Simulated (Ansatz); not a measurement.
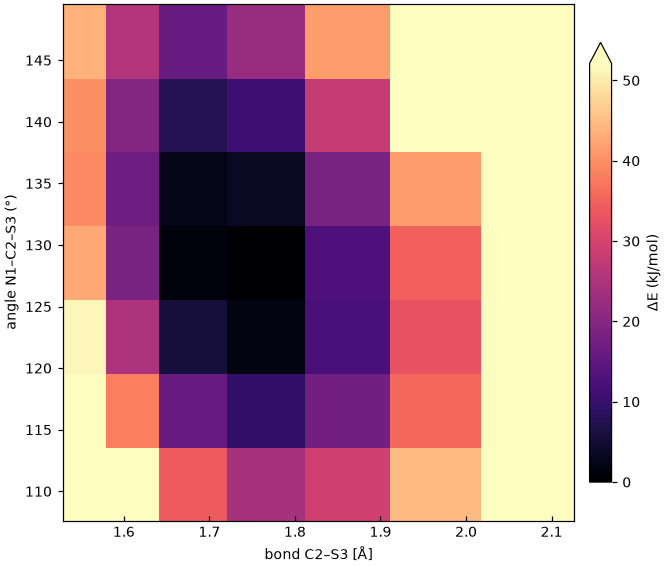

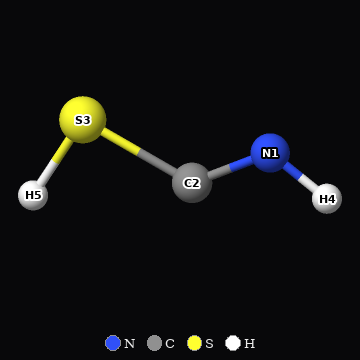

Energy landscape of CH2NS, SMILES N=[C]S, spin multiplicity 2. Two internal coordinates are moved rigidly from the geometry relaxed at PBE0-D4/def2-TZVP, all others fixed. First axis: bond C2–S3. Second axis: angle N1–C2–S3. Grid: 7 × 7 points. Points are written as (first, second). Energies: kJ/mol, counted from the lowest grid point. The calculation used UKS PBE0-D4/def2-TZVPP in Ansatz 0.2.0.

In the figure: one coloured cell a grid point, one colour for all values above the top of the scale. The second picture is the structure at the lowest point.

**Where are the wells?**

The lowest grid point is at (1.764 Å, 128.6°). The bottom of the well lies between grid points, at about (1.727 Å, 129°), about 1.4 kJ/mol lower on the interpolated surface. It is the only kind of minimum in the scanned range. The highest grid point, (2.072 Å, 146.6°), lies 94 kJ/mol above the lowest. Round the minimum the valley is somewhat tilted: raising bond C2–S3 shifts the best value of angle N1–C2–S3 downwards (coupling k₁₂/√(k₁₁k₂₂) about 0.3).

The values on the grid:

```csv
"angle N1–C2–S3 ↓, bond C2–S3 →",1.554,1.605,1.678,1.764,1.860,1.963,2.072
146.6,44,25,16,22,41,67,94
140.6,40,20,8,11,28,53,79
134.6,39,17,2,3,18,41,68
128.6,43,18,1,0,13,35,61
122.6,51,25,6,2,12,33,58
116.6,67,38,16,9,18,36,59
110.6,90,59,34,24,29,45,66
```
